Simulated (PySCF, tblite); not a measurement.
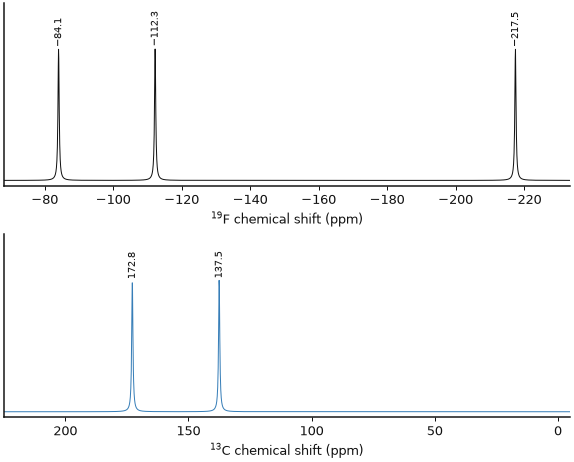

GIAO shifts, PBE0/pcSseg-1, PySCF, at a GFN2-xTB geometry (a minimum by its frequencies), against CFCl₃ for ¹⁹F and TMS for ¹³C computed at the same level (¹⁹F: this reference is a hard case for the method, so all values can be off together by tens of ppm, and differences between signals are safer). Gas phase, fully decoupled, line heights follow the number of nuclei, widths are arbitrary (no quadrupolar broadening); values of one conformer, averaged over nuclei that symmetry or rotation about single bonds exchange, these motions taken as fast; other conformers aren't averaged in.

Question: Which structure fits the spectrum?
A. C₃H₃F₅ (1,1,2,2,3-pentafluoropropane), SMILES FCC(F)(F)C(F)F
B. C₅H₁₂FPSi, SMILES C[Si](C)(C)C/P=C/F
C. C₂H₅F₃SSi₂, SMILES FC(F)=C(F)[SiH2]S[SiH3]
D. C₅H₉FSi, SMILES FCCCC#C[SiH3]

Answer: C. Its ¹⁹F signals: −84.1 (1 F), −112.3 (1 F), −217.5 (1 F) ppm. Its ¹³C signals: 172.8 (1 C), 137.5 (1 C) ppm.

Caveats: the tight-binding geometry is rougher than a DFT one and adds to the error.
